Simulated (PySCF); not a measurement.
```xyz
11

C    -0.9169    2.1043   -0.7675
C    -0.5640    0.9721   -0.6098
C    -0.1284   -0.4068   -0.3896
C     1.2844   -0.4152   -0.0341
C     2.4407   -0.4115    0.2706
B    -1.0700   -1.0182    0.7486
F    -0.8370   -0.8940    2.0335
F    -2.1840   -1.6555    0.4569
H    -1.2160    3.0965   -0.9297
H    -0.2609   -0.9550   -1.3314
H     3.4575   -0.4141    0.5266
```

Geometry: GFN2-xTB.

These are results of PySCF 2.14.0, PBE0/def2-SVPD, SCF density, gas phase, not measurements.

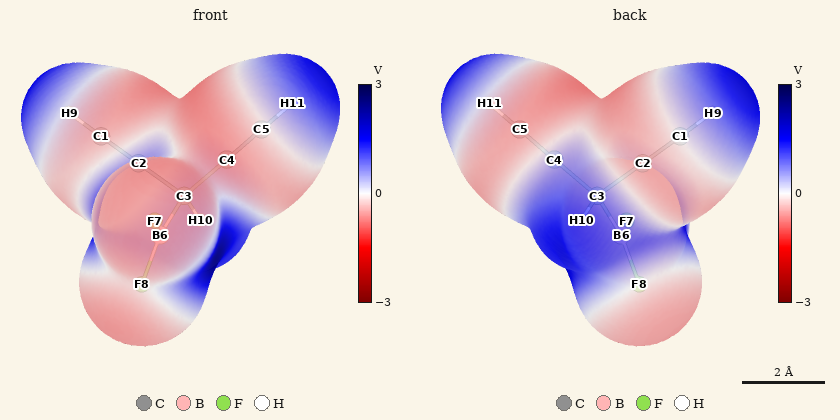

C5H3BF2 (SMILES C#CC(C#C)B(F)F). The molecular electrostatic potential painted on the density surface at 0.002 e/bohr³, seen from the front and from behind; the colour scale runs from red (negative) to blue (positive).

Where is the surface potential most negative and most positive?

The most negative region (about −0.7 V) lies over the C and F atoms, the most positive (about +2.3 V) over B6.

How polar is the molecule by this calculation?

Its dipole moment is 1.28 D.
